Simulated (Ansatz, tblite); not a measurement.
Ligand exchange: CH7ClSi2 + CHBrClF → CH7FSi2 + CHBrCl2

Species: CH7ClSi2 `[SiH3]C[SiH2]Cl`, singlet; CHBrClF `FC(Cl)Br`, singlet; CH7FSi2 `F[SiH2]C[SiH3]`, singlet; CHBrCl2 `ClC(Cl)Br`, singlet. The partners trade Cl for F: Si–Cl and C–F bonds give way to Si–F and C–Cl.

Shapes, held fixed at every level: PBE0-D4/def2-TZVP. Flexible molecules stand in one conformer, not always the lowest. Programs: Ansatz 0.2.0, tblite 0.8.0. Electronic energies: no zero-point or thermal term.

| level | kind | ΔE (kJ/mol) | less CCSD(T)/def2-TZVPP |
| --- | --- | --- | --- |
| GFN2-xTB | semi-empirical | -47.6 | -13.6 |
| PBE-D4/def2-TZVPP | GGA | -22.3 | +11.7 |
| r2SCAN-D4/def2-TZVPP | meta-GGA | -23.5 | +10.5 |
| B3LYP-D4/def2-TZVPP | global hybrid | -29.9 | +4.1 |
| PBE0-D4/def2-TZVPP | global hybrid | -22.6 | +11.4 |
| B2PLYP/def2-TZVPP | double hybrid | -33.4 | +0.6 |
| MP2/def2-TZVPP | perturbation theory | -41.3 | -7.3 |
| CCSD(T)/def2-TZVPP | coupled cluster or CI | -34.0 | 0.0 |

The highest level, CCSD(T)/def2-TZVPP, gives ΔE = -34.0 kJ/mol; the levels span -47.6 to -22.3. The column of differences is taken from that level and isn't an error. No measured value is set beside it here. Relativity is left out for Br. Outer-core shells of Br are correlated in most correlated rows, in sets that cover them unevenly.

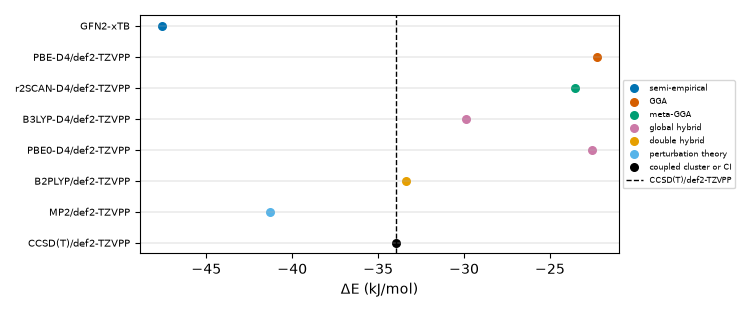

The values of the table, level by level.
